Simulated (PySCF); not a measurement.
```xyz
19

C     3.5927    0.3721    0.1768
C     2.7050   -0.2929   -0.2886
Si    1.2965   -1.2910   -0.9574
Si   -0.6683   -0.8134    0.2178
Si   -2.4172   -2.2036   -0.4159
Si   -1.1723    1.4638    0.1835
C     0.2635    2.4598    0.9266
H     4.3783    0.9485    0.5755
H     1.7522   -2.6872   -0.8939
H     1.2070   -0.9258   -2.3798
H    -0.3600   -1.1618    1.6287
H    -2.7745   -1.9819   -1.8194
H    -2.0892   -3.6265   -0.2967
H    -3.6390   -1.9958    0.3630
H    -2.3957    1.8210    0.9182
H    -1.3829    1.9422   -1.1918
H     0.4209    2.1970    1.9689
H     0.0836    3.5302    0.8807
H     1.1896    2.2546    0.3963
```

Geometry: GFN2-xTB.

Theory: PBE0/pcSseg-1, SCF density, gas phase, non-relativistic (PySCF).

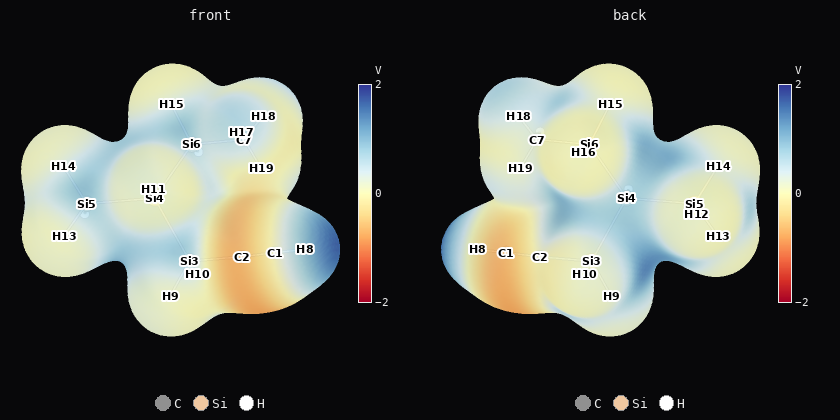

C$_{3}$H$_{12}$Si$_{4}$. The molecular electrostatic potential painted on the density surface at 0.002 e/bohr³, seen from the front and from behind; red is negative and blue positive.

**Describe the electrostatic potential map.**

The most negative region (about −0.8 V, or −18 kcal/mol for a unit charge) lies over C1 and C2, the most positive (about +1.7 V, or +39 kcal/mol for a unit charge) over H8.
